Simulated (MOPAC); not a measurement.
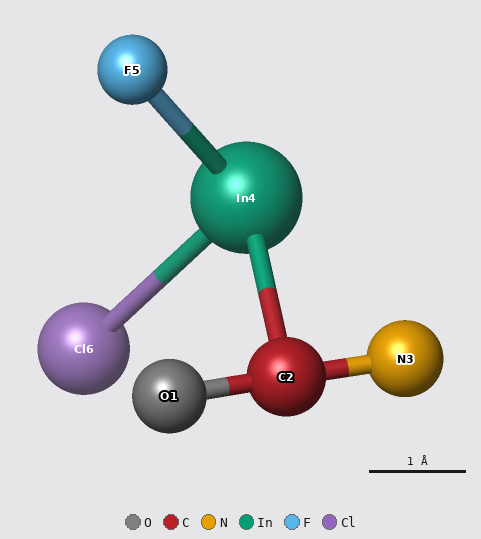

The structure as given in the input (ball-and-stick view, seen at a tilt; atoms are numbered from 1 in the order of the input). Sticks mark near contacts. Bond lengths as drawn: Cl–In 2.92 Å, C–In 2.45 Å, C–N 1.30 Å, C–O 1.29 Å and F–In 2.38 Å.

## Geometry relaxation, with input and output: CClFInNO

System: CClFInNO.
Method: PM6-DH+, closed shell, dispersion DH+ (MOPAC 23.2.5).

The geometry: force field.

### Input (calc.py)
```python
from ase.calculators.mopac import MOPAC
from ase.vibrations import Vibrations
from ase.optimize import BFGSLineSearch
from ase.io import read

molecule = read("mol.xyz")
pm = MOPAC(label="job", method="PM6-DH+", task="1SCF GRADIENTS AUX(PRECISION=6) THREADS=1")
molecule.calc = pm
opt = BFGSLineSearch(molecule, trajectory="opt.traj")
done = opt.run(fmax=0.2, steps=60)
print("converged:", done)
energy = molecule.get_potential_energy()
print("E =", round(energy, 6), "eV")
print("forces (eV/A):")
for sym, f in zip(molecule.get_chemical_symbols(), molecule.get_forces()):
    print(f"{sym:2s} {f[0]:10.5f} {f[1]:10.5f} {f[2]:10.5f}")
print("dipole (e A):", molecule.get_dipole_moment().round(4))
print("final positions (A):")
for atom in molecule:
    print(f"{atom.symbol:2s} {atom.x:11.6f} {atom.y:11.6f} {atom.z:11.6f}")
vib = Vibrations(molecule, name="vib", delta=0.01)
vib.run()
vib.summary()
```

### File mol.xyz
```
6

O      0.720600    -1.451300     0.454500
C     -0.477400    -1.300400    -0.012800
N     -1.681900    -1.184400    -0.492200
In    -0.327400     1.096400    -0.486200
F      1.640800     0.993800    -1.820800
Cl     0.167400     1.781800     2.311300
```

Command:
```bash
export ASE_MOPAC_COMMAND="mopac PREFIX.mop > /dev/null 2>&1"
python calc.py
```

### Log
```
Step[ FC]     Time          Energy          fmax
BFGSLineSearch:    0[  0] 18:22:56        2.588990       7.5773
BFGSLineSearch:    1[  2] 18:22:56        1.162687       4.7912
BFGSLineSearch:    2[  3] 18:22:56       -0.185812      14.9861
BFGSLineSearch:    3[  5] 18:22:56       -1.051081       7.8546
BFGSLineSearch:    4[  7] 18:22:56       -1.920171       4.1830
BFGSLineSearch:    5[  9] 18:22:56       -2.373573       2.0286
BFGSLineSearch:    6[ 10] 18:22:56       -2.759616       2.1756
BFGSLineSearch:    7[ 11] 18:22:56       -3.004637       4.3851
BFGSLineSearch:    8[ 13] 18:22:56       -3.368075       3.1636
BFGSLineSearch:    9[ 14] 18:22:56       -3.529744       4.5322
BFGSLineSearch:   10[ 16] 18:22:57       -3.617504       3.2706
BFGSLineSearch:   11[ 17] 18:22:57       -3.800974       2.0904
BFGSLineSearch:   12[ 19] 18:22:57       -4.014235       2.0871
BFGSLineSearch:   13[ 20] 18:22:57       -4.092988       1.0841
BFGSLineSearch:   14[ 21] 18:22:57       -4.117294       1.2802
BFGSLineSearch:   15[ 23] 18:22:57       -4.132175       1.1025
BFGSLineSearch:   16[ 24] 18:22:57       -4.141826       0.5852
BFGSLineSearch:   17[ 25] 18:22:57       -4.148499       0.2596
BFGSLineSearch:   18[ 26] 18:22:57       -4.157762       0.3412
BFGSLineSearch:   19[ 27] 18:22:57       -4.163638       0.1703
converged: True
E = -4.163638 eV
forces (eV/A):
O     0.01098   -0.09734    0.02700
C     0.05232    0.00431    0.01033
N    -0.05570    0.15494   -0.04334
In    0.00722   -0.01299    0.08080
F     0.02045   -0.02223   -0.12154
Cl   -0.03528   -0.02669    0.04675
dipole (e A): [0.0427 0.2694 0.0647]
final positions (A):
O     0.462653   -2.951965    0.591064
C     0.065238   -1.893739    0.270090
N    -0.513519   -0.890106   -0.116824
In   -0.113532    1.158542   -0.288795
F     0.600272    1.870736   -1.968500
Cl   -0.459013    2.642430    1.466764
---------------------
  #    meV     cm^-1
---------------------
  0    5.3i     42.7i
  1    2.9i     23.5i
  2    1.3i     10.6i
  3    1.1i      8.7i
  4    0.0i      0.1i
  5    0.0i      0.0i
  6    0.0       0.1
  7    9.3      75.2
  8   12.4      99.9
  9   16.4     132.5
 10   18.5     149.6
 11   52.8     425.6
 12   56.1     452.7
 13   58.2     469.7
 14   74.1     597.4
 15   90.3     728.4
 16  179.8    1450.4
 17  280.5    2262.0
---------------------
Zero-point energy: 0.424 eV
```

### Trajectory as extended XYZ (Å, eV, eV/Å), 20 frames, from step=0 to step=19
```
6
Properties=species:S:1:pos:R:3:forces:R:3 step=0 energy=2.58899
O     0.7206   -1.4513    0.4545   -7.0528   0.6542  -2.6919
C    -0.4774   -1.3004   -0.0128    2.0988  -1.7127   1.0451
N    -1.6819   -1.1844   -0.4922    6.1604   1.9765   1.9032
In   -0.3274    1.0964   -0.4862    3.8068  -0.6362   0.8756
F     1.6408    0.9938   -1.8208   -4.1875   0.4246   2.5219
Cl    0.1674    1.7818    2.3113   -0.8257  -0.7065  -3.6538
6
Properties=species:S:1:pos:R:3:forces:R:3 step=1 energy=1.16269
O     0.6334   -1.4432    0.4212    1.5467  -0.8000   0.7523
C    -0.4515   -1.3216    0.0001   -2.1560  -0.9523  -0.6012
N    -1.6058   -1.1600   -0.4687    2.0126   2.4809   0.2081
In   -0.2804    1.0885   -0.4754    3.4106  -0.4012   0.8855
F     1.5890    0.9990   -1.7896   -4.0477   0.4147   2.5298
Cl    0.1572    1.7731    2.2661   -0.7661  -0.7421  -3.7745
6
Properties=species:S:1:pos:R:3:forces:R:3 step=2 energy=-0.18581
O     0.6393   -1.4666    0.4291   -1.5567  -0.6757  -0.4012
C    -0.5122   -1.3663   -0.0137   13.2479  -3.9427   5.7907
N    -1.4939   -1.0602   -0.4485  -10.7249   5.1254  -5.1949
In   -0.1358    1.0703   -0.4386    0.5652  -0.0187   3.1196
F     1.4198    1.0164   -1.6845   -0.9387   0.2330   0.2618
Cl    0.1249    1.7425    2.1100   -0.5927  -0.7212  -3.5759
6
Properties=species:S:1:pos:R:3:forces:R:3 step=3 energy=-1.05108
O     0.6427   -1.4822    0.4341   -0.9209  -1.1990  -0.0512
C    -0.4934   -1.4040    0.0011    6.9771  -1.9848   3.0127
N    -1.4833   -0.9891   -0.4603   -4.8516   3.7982  -2.7236
In   -0.0609    1.0611   -0.4077   -3.8479  -0.2805   5.5647
F     1.3307    1.0260   -1.6304    2.9897   0.1644  -3.0487
Cl    0.1063    1.7241    2.0169   -0.3463  -0.4984  -2.7539
6
Properties=species:S:1:pos:R:3:forces:R:3 step=4 energy=-1.92017
O     0.6465   -1.5164    0.4437   -1.0415  -1.7071  -0.0018
C    -0.4835   -1.4419    0.0122    3.9114  -0.3585   1.4388
N    -1.4464   -0.8902   -0.4692   -1.7168   2.2718  -1.0734
In   -0.0588    1.0453   -0.2965   -2.3533  -0.8865   0.7133
F     1.2994    1.0377   -1.6325    1.2813   0.2542  -1.5510
Cl    0.0849    1.7014    1.8961   -0.0812   0.4261   0.4741
6
Properties=species:S:1:pos:R:3:forces:R:3 step=5 energy=-2.37357
O     0.6462   -1.6144    0.4652   -0.9607  -1.7867  -0.0060
C    -0.4471   -1.4389    0.0201    0.7360   0.8224   0.0566
N    -1.4078   -0.7785   -0.4747    0.6183  -0.6105   0.3376
In   -0.1024    0.9916   -0.3008   -0.9193   0.9925   0.3233
F     1.2805    1.0566   -1.6513    0.5744   0.2873  -0.7494
Cl    0.0727    1.7194    1.8953   -0.0488   0.2949   0.0380
6
Properties=species:S:1:pos:R:3:forces:R:3 step=6 energy=-2.75962
O     0.6277   -1.8108    0.4979   -2.0238  -0.2841  -0.7460
C    -0.3876   -1.3834    0.0250    0.7604  -0.9260   0.4502
N    -1.3719   -0.7457   -0.4680    1.4260  -0.7007   0.6493
In   -0.1438    1.0376   -0.2997    0.0359   1.1378  -0.8853
F     1.2605    1.0913   -1.6773   -0.1988   0.2921   0.0327
Cl    0.0573    1.7468    1.8758    0.0003   0.4809   0.4991
6
Properties=species:S:1:pos:R:3:forces:R:3 step=7 energy=-3.00464
O     0.6044   -2.0077    0.5240   -2.1246   0.4574  -0.9314
C    -0.3340   -1.4428    0.0527   -1.1501   0.9726  -0.6052
N    -1.3094   -0.7239   -0.4529    3.6554  -1.7087   1.7169
In   -0.2045    1.1596   -0.3386    0.4367  -0.5108  -0.6904
F     1.2428    1.1449   -1.7108   -0.7480   0.4002   0.5122
Cl    0.0427    1.8058    1.8795   -0.0694   0.3892  -0.0021
6
Properties=species:S:1:pos:R:3:forces:R:3 step=8 energy=-3.36808
O     0.5490   -2.2914    0.5390   -0.4751   0.9917  -0.2859
C    -0.1740   -1.4469    0.1210    0.7637  -2.9943   0.6778
N    -1.1207   -0.8303   -0.3755    0.0507   2.1083  -0.2721
In   -0.3313    1.1996   -0.3854    0.4291  -0.8130  -0.3755
F     1.1259    1.3307   -1.7201   -0.5864   0.3131   0.1605
Cl   -0.0067    1.9742    1.7747   -0.1820   0.3941   0.0953
6
Properties=species:S:1:pos:R:3:forces:R:3 step=9 energy=-3.52974
O     0.5346   -2.3758    0.5511    2.0077  -2.5945   1.2397
C    -0.1387   -1.5560    0.1417   -3.1751   2.7254  -1.7411
N    -1.0166   -0.7825   -0.3408    0.6453  -1.8220   0.5554
In   -0.3488    1.1699   -0.3821    0.7199   0.7405  -0.3763
F     1.0526    1.4255   -1.7238   -0.0768   0.3345  -0.3417
Cl   -0.0410    2.0548    1.7078   -0.1210   0.6161   0.6640
6
Properties=species:S:1:pos:R:3:forces:R:3 step=10 energy=-3.61750
O     0.5212   -2.4745    0.5646   -0.1078   0.1486  -0.1015
C    -0.1136   -1.5819    0.1504   -1.7705   0.7881  -0.7916
N    -0.9735   -0.7744   -0.3268    1.2373  -2.8777   0.9406
In   -0.3524    1.1773   -0.3833    0.8589   1.0397  -0.2910
F     1.0218    1.4792   -1.7422   -0.0734   0.3182  -0.3591
Cl   -0.0614    2.1102    1.6911   -0.1444   0.5830   0.6025
6
Properties=species:S:1:pos:R:3:forces:R:3 step=11 energy=-3.80097
O     0.4943   -2.6544    0.5883   -0.7518   1.8027  -0.7449
C    -0.0609   -1.6797    0.1734   -0.2135  -1.6961   0.4223
N    -0.8941   -0.8736   -0.2829    1.0613   0.5791   0.2713
In   -0.3290    1.2025   -0.3826    0.9685  -0.5718   0.1642
F     0.9587    1.6420   -1.8372   -0.7875  -0.0115   0.4615
Cl   -0.1269    2.2991    1.6949   -0.2770  -0.1024  -0.5745
6
Properties=species:S:1:pos:R:3:forces:R:3 step=12 energy=-4.01424
O     0.4947   -2.6743    0.5699    0.6118  -1.3048   0.5256
C    -0.1099   -1.7603    0.1977   -1.0787   1.5697  -0.8535
N    -0.8467   -0.8717   -0.2752    0.5548  -0.2935   0.3852
In   -0.1732    1.1356   -0.3001    0.6327   0.1415  -0.8142
F     0.8848    1.7136   -1.8913   -0.6240  -0.2077   0.7325
Cl   -0.2076    2.3930    1.6527   -0.0965   0.0949   0.0244
6
Properties=species:S:1:pos:R:3:forces:R:3 step=13 energy=-4.09299
O     0.4763   -2.7831    0.5803   -0.3726   0.3286  -0.1534
C    -0.0732   -1.8093    0.2108   -0.2317   0.3170  -0.2472
N    -0.7654   -0.8770   -0.2384    0.6325  -0.7615   0.4419
In   -0.1476    1.1348   -0.2948    0.4074   0.3178  -0.3875
F     0.8169    1.7802   -1.9008   -0.3585  -0.1704   0.4145
Cl   -0.2649    2.4902    1.5967   -0.0771  -0.0315  -0.0683
6
Properties=species:S:1:pos:R:3:forces:R:3 step=14 energy=-4.11729
O     0.4668   -2.8330    0.5895   -0.4735   0.6783  -0.3540
C    -0.0438   -1.8338    0.2091    0.5808  -1.0304   0.4896
N    -0.7068   -0.8894   -0.2037    0.0204   0.5108  -0.0990
In   -0.1180    1.1403   -0.2921   -0.3147  -0.3797   0.5033
F     0.7620    1.8012   -1.8918    0.2511   0.2018  -0.5937
Cl   -0.3182    2.5505    1.5427   -0.0641   0.0193   0.0537
6
Properties=species:S:1:pos:R:3:forces:R:3 step=15 energy=-4.13218
O     0.4606   -2.8781    0.5931   -0.5288   0.7980  -0.4063
C    -0.0284   -1.8648    0.2180    0.5243  -0.8552   0.4574
N    -0.6669   -0.8973   -0.1852    0.1290   0.2417  -0.0179
In   -0.0990    1.1347   -0.2823   -0.1347   0.0028   0.2527
F     0.7258    1.8422   -1.9111    0.0301  -0.0110  -0.1500
Cl   -0.3499    2.5992    1.5213   -0.0199  -0.1764  -0.1359
6
Properties=species:S:1:pos:R:3:forces:R:3 step=16 energy=-4.14183
O     0.4620   -2.8936    0.5894   -0.3221   0.2552  -0.1768
C    -0.0207   -1.8799    0.2317    0.0646   0.2957  -0.0079
N    -0.6392   -0.8921   -0.1757    0.3334  -0.4346   0.2059
In   -0.0954    1.1391   -0.2759    0.0092  -0.0198  -0.1067
F     0.7008    1.8572   -1.9218   -0.0425  -0.0825   0.0137
Cl   -0.3654    2.6052    1.5061   -0.0425  -0.0139   0.0719
6
Properties=species:S:1:pos:R:3:forces:R:3 step=17 energy=-4.14850
O     0.4641   -2.8995    0.5864   -0.1703  -0.0054  -0.0400
C    -0.0077   -1.8790    0.2425    0.1862   0.0480   0.0215
N    -0.6171   -0.8949   -0.1662    0.0414  -0.0443   0.0456
In   -0.0970    1.1357   -0.2757    0.0615   0.1601  -0.1948
F     0.6813    1.8624   -1.9307   -0.0814  -0.1290   0.1064
Cl   -0.3816    2.6113    1.4974   -0.0374  -0.0295   0.0613
6
Properties=species:S:1:pos:R:3:forces:R:3 step=18 energy=-4.15776
O     0.4625   -2.9353    0.5875   -0.1537   0.1492  -0.0446
C     0.0308   -1.8892    0.2611    0.2322  -0.2412   0.0658
N    -0.5592   -0.8957   -0.1400   -0.0477   0.1262  -0.0154
In   -0.1077    1.1464   -0.2827    0.0377   0.0750  -0.0529
F     0.6367    1.8753   -1.9467   -0.0271  -0.0811  -0.0181
Cl   -0.4210    2.6343    1.4747   -0.0414  -0.0281   0.0653
6
Properties=species:S:1:pos:R:3:forces:R:3 step=19 energy=-4.16364
O     0.4627   -2.9520    0.5911    0.0110  -0.0973   0.0270
C     0.0652   -1.8937    0.2701    0.0523   0.0043   0.0103
N    -0.5135   -0.8901   -0.1168   -0.0557   0.1549  -0.0433
In   -0.1135    1.1585   -0.2888    0.0072  -0.0130   0.0808
F     0.6003    1.8707   -1.9685    0.0205  -0.0222  -0.1215
Cl   -0.4590    2.6424    1.4668   -0.0353  -0.0267   0.0467
```

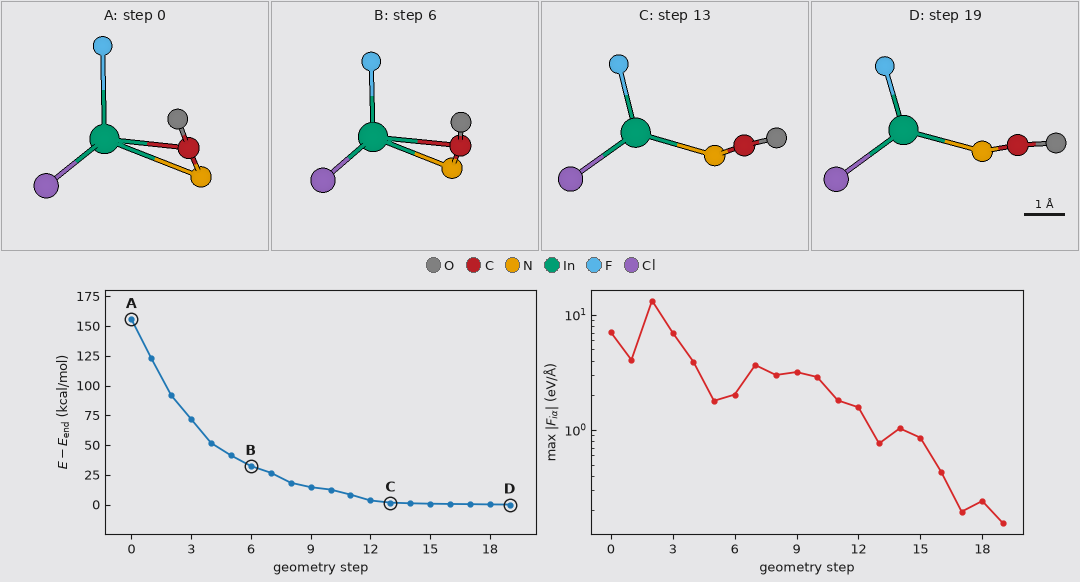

Frames of the relaxation (ball-and-stick view, seen at a tilt) above the curves, on which the letters mark them (steps are counted from 0).

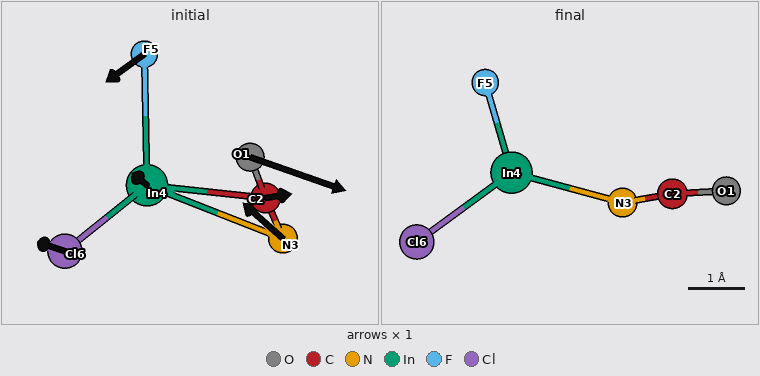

Before (left) and after (right) the relaxation, at one scale (ball-and-stick view, seen at a tilt). The black arrows give the displacements, at true length. The largest move after the best rigid fit is that of O1, 1.85 Å. By element the largest moves are O 1.85 Å, N 1.12 Å, F 1.00 Å, Cl 0.97 Å, In 0.60 Å, C 0.59 Å. Distances before and after: C2–In4 2.448 → 3.108 Å, In4–Cl6 2.922 → 2.324 Å, N3–In4 2.653 → 2.094 Å, In4–F5 2.380 → 1.959 Å. Among the angles that change: C2–N3–In4 66.6° → 137.7°, N3–In4–Cl6 106.9° → 122.3°, O1–C2–N3 178.4° → 170.7°. Over 19 geometry steps the energy falls by 155.7 kcal/mol. The largest force component goes from 7.1 to 0.15 eV/Å. (Atoms are counted from 1 in the order of the input.)

### Key numbers

| quantity | value |
| --- | --- |
| outcome | converged |
| heat of formation | −96.02 kcal/mol |
| basis functions | 29 |
| hardware | 1 thread of AMD EPYC (Zen 3), 64 GiB of memory available, shared host |
| wall time | 4.5 s |
| peak memory | 0.11 GiB |

### Remarks

Settings chosen away from the usual ones: ase_opt; cycles; fmax; gnorm; opt. MOPAC's energies along a path are heats of formation.
